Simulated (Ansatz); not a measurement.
# SF$_{6}$ (SMILES FS(F)(F)(F)(F)F): what the fields show

```yaml
atoms:
  - { symbol: F, position_ang: [-0.5660, -1.3084, 0.6461] }
  - { symbol: S, position_ang: [0.0000, 0.0000, 0.0000] }
  - { symbol: F, position_ang: [1.1646, 0.0125, 1.0456] }
  - { symbol: F, position_ang: [-1.1646, -0.0125, -1.0456] }
  - { symbol: F, position_ang: [0.5660, 1.3084, -0.6461] }
  - { symbol: F, position_ang: [-0.8793, 0.8589, 0.9690] }
  - { symbol: F, position_ang: [0.8793, -0.8589, -0.9690] }
```

Geometry: PBE0-D4/def2-TZVP.

The calculation used RKS PBE0-D4/def2-TZVPP (Ansatz 0.2.0).

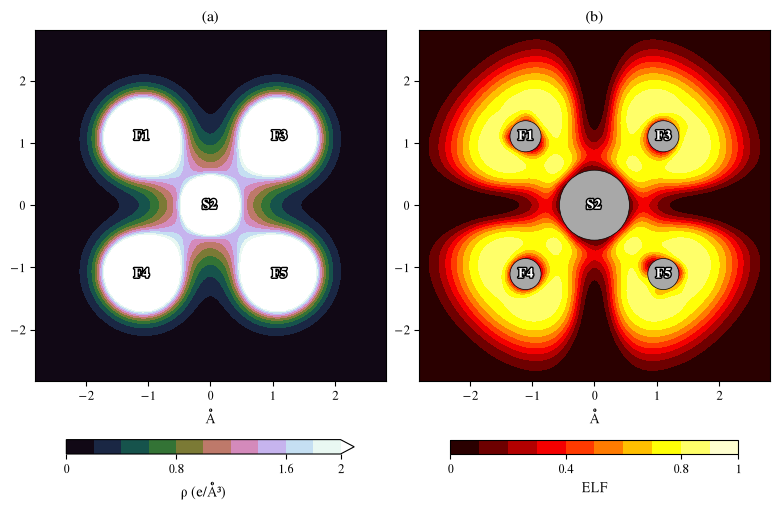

Figure 1. (a) total electron density; (b) electron localisation function on the plane of atoms F4, S2 and F5. Grey discs cover the atomic cores in the ELF map.

What do the fields say about this system?

- The plane passes through F and S nuclei.
- S–F (1.57 Å): the density is about 1.8 e/Å³ at the midpoint; the ELF peaks at about 0.80 between the atoms; a shared but strongly polarised pair.
- The ELF also peaks beside F4, F5, F3 and F1, away from the bonds: lone-pair regions.

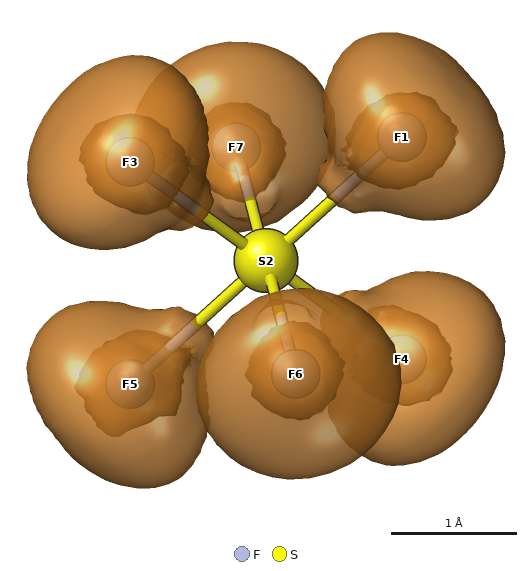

Figure 2. Isosurface of the electron localisation function at 0.75 (orange), seen at an oblique angle. Only the valence region is drawn (cores and ρ < 0.01 e/Å³ removed).

Describe the localisation domains.

At this value the surface marks out six regions on F in which the atom's valence shell and bonds are merged.

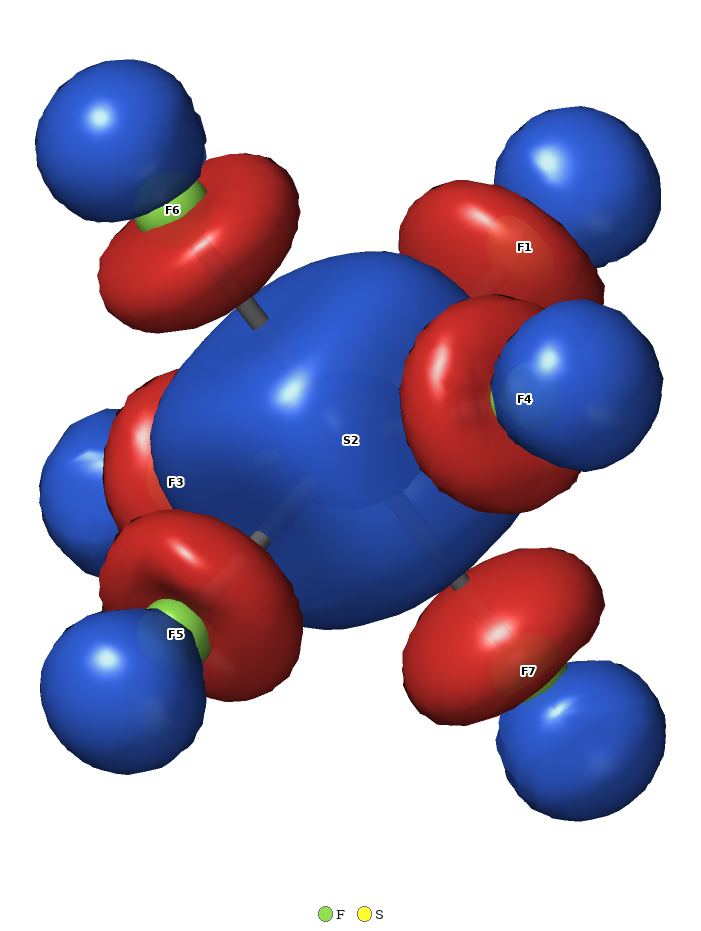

Figure 3. The LUMO at ±0.15 Å⁻³ᐟ² (red and blue are the two phases), seen at an oblique angle.

Describe this orbital and give its energy.

Its weight (Hirshfeld) is mainly on S2 (about 30 %), F1 (about 10 %), F3 (about 10 %), F4 (about 10 %), F5 (about 10 %), F6 (about 10 %) and F7 (about 10 %); it is gerade (even under inversion). Its energy is −1.05 eV.
